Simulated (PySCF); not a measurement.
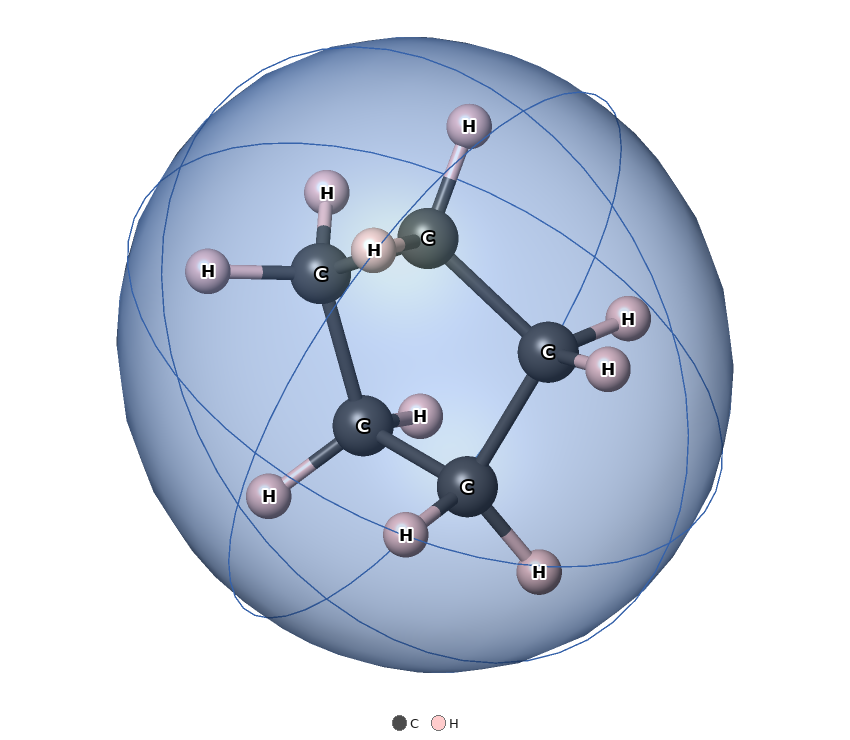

The ellipsoid shows the static dipole polarisability: its half-axes are proportional to the principal values. The computed structure is the end point of a PBE0-D3(BJ)/def2-SVP optimisation. No frequency run is at hand to confirm it as a minimum. Level of theory: PBE0/def2-SVPD (PySCF 2.14.0).

Give the principal values, the mean and the anisotropy.

Principal values 53.2, 61.2, 61.2 bohr³; mean 58.6 bohr³ (8.68 Å³); anisotropy 8.0 bohr³, so the longest axis is 1.15 times the shortest.
